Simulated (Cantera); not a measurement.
Charge: 1 mol HMDSO, 0.81 mol O2, 81 mol H2, 3.5 mol CO2, at 0.00133 bar.

These are equilibrium values from Cantera (NASA tables, ideal gas, pure condensed phases), not measurements of a reactor. Candidate condensed phases: C, C6H6, C7H8, C8H18, H2O, Si, SiC, SiO2; 123 gas species. The feed counts by its element totals alone. Gases not in the tables: Si2H6 and higher silanes. Equilibrium is a limit: real reactors are often held back by kinetics, nucleation or transport.

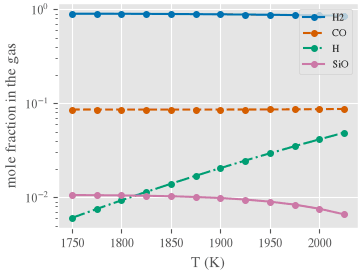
Figure: Equilibrium gas composition (values under 1e-9 drawn at 1e-9)

Task: Read off the mole fractions at 1875 K.

Result: H2 about 0.89, CO about 0.086, H about 0.017, SiO about 0.010.
